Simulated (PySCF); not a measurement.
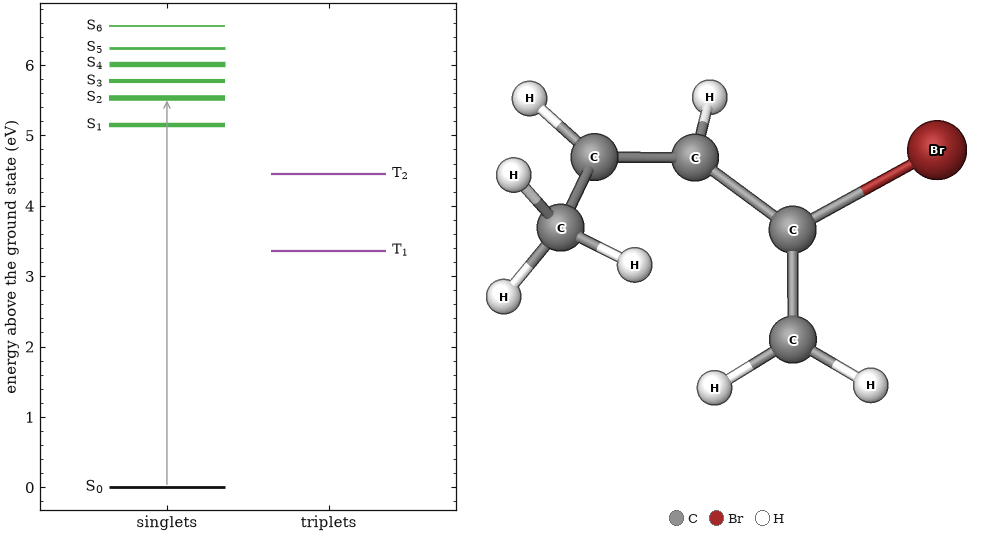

State diagram of C₅H₇Br, SMILES C=C(Br)/C=C\C. Vertical TDDFT excitations, PBE0/def2-SVPD, PySCF 2.14.0, at a GFN2-xTB geometry (no frequency check), gas phase. Triplets in the Tamm-Dancoff approximation; only the lowest 6 singlets and 2 triplets were computed. Thicker singlet lines are brighter; the arrow marks the brightest.

What character does the calculation give T1?

Answer. Mainly HOMO → LUMO (89 %).

What is the vertical gap between S1 and T1?

Answer. 1.78 eV: S1 at 5.15 eV, T1 at 3.36 eV.

What are the energy, strength and character of the state that the arrow marks?

Answer. S2 at 5.54 eV (224 nm), f = 0.097, mainly HOMO → LUMO+1 (56 %).

Caveats: the tight-binding geometry is rougher than a DFT one and adds to the error; spin-orbit coupling is left out, and with Br it can shift these levels and split any degenerate set; one conformer of a flexible molecule; core orbitals are frozen in the response.
